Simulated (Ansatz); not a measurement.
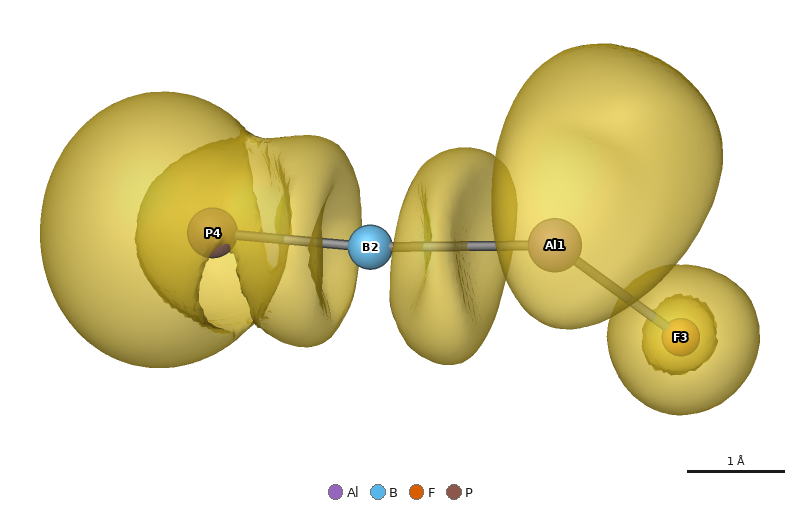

AlBFP (charge −1, doublet). Isosurface of the ELF at 0.75 (yellow), seen at an oblique angle. Core shells and regions of very low density are left out.

Geometry: BLYP-D3(BJ)/def2-SVPD.

Theory: isolated molecule in a Gaussian basis; Kohn-Sham density functional theory, functional PBE0 in Ansatz.

Q: Where are the electrons localised?

A: The surface consists of one region between bonded Al–B atoms (shared pairs), one region on P in which the atom's valence shell and bonds are merged, one lobe on Al, pointing away from the bonds (non-bonding electrons) and one region wrapped around F (its valence shell). Profiles from the grid: B–P (1.71 Å): the ELF peaks at about 0.90 between the atoms: localised, covalent bonding. Al–F (1.75 Å): the ELF peaks at about 0.85 in the valence shell of F, 0.5 Å from its nucleus, and is about 0.35 at the midpoint.
